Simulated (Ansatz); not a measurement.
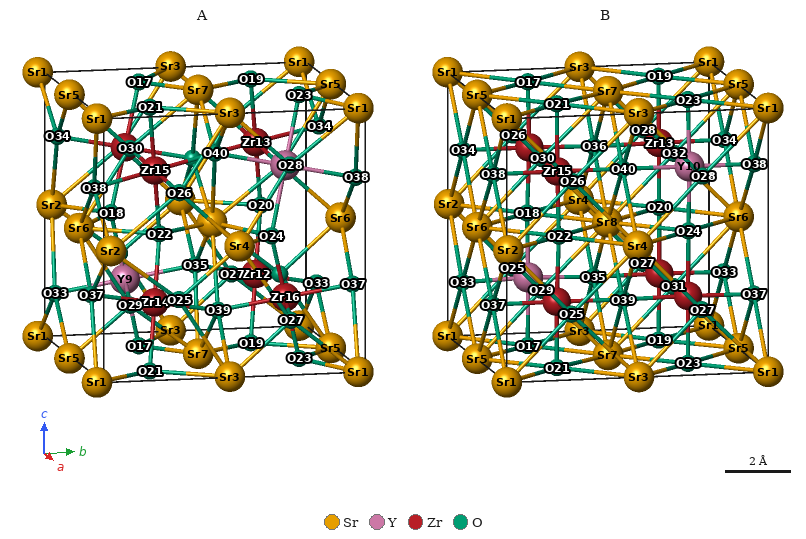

Two geometries of a defect cell of composition Sr8Y2Zr6O24, drawn at one scale. One is the start of a relaxation, the other its converged end. The picture is a ball-and-stick view of the cell of the calculation, seen slightly off an axis.

These are results of DFT, PBEsol, PAW, plane waves in Ansatz 0.2.0, not measurements. (plane-wave cutoff 420 eV; k-point mesh 1 × 1 × 1; mesh shifted by (0.25, 0.25, 0.25); collinear spin; atoms relaxed in a fixed cell; force threshold 0.03 eV/Å; at most 80 steps)

> Which of the two is the end point?

Structure A is the relaxed one. The energy falls by 4.959 eV per cell of the calculation in 7 geometry steps. The largest force component goes from 3.5 to 0.015 eV/Å. The largest moves, 0.57 Å, are those of O atoms. By element the largest moves are O 0.57 Å, Sr 0.24 Å, Y 0.07 Å, Zr 0.06 Å. The lattice vectors keep their values. Near-neighbour distances that change, for instance: O–Sr 2.893 → 3.589 Å, O–Sr 2.907 → 3.568 Å, O–Sr 2.932 → 3.587 Å, O–Sr 2.942 → 3.571 Å. Among the angles between lasting bonds that change: Y–O–Zr 179.4° → 150.1°, Y–O–Zr 178.2° → 150.1°, Y–O–Zr 179.5° → 151.4°.

Limits of the set-up: the periodic images lie only 8.3 Å apart, so the values are limited by the cell's size.
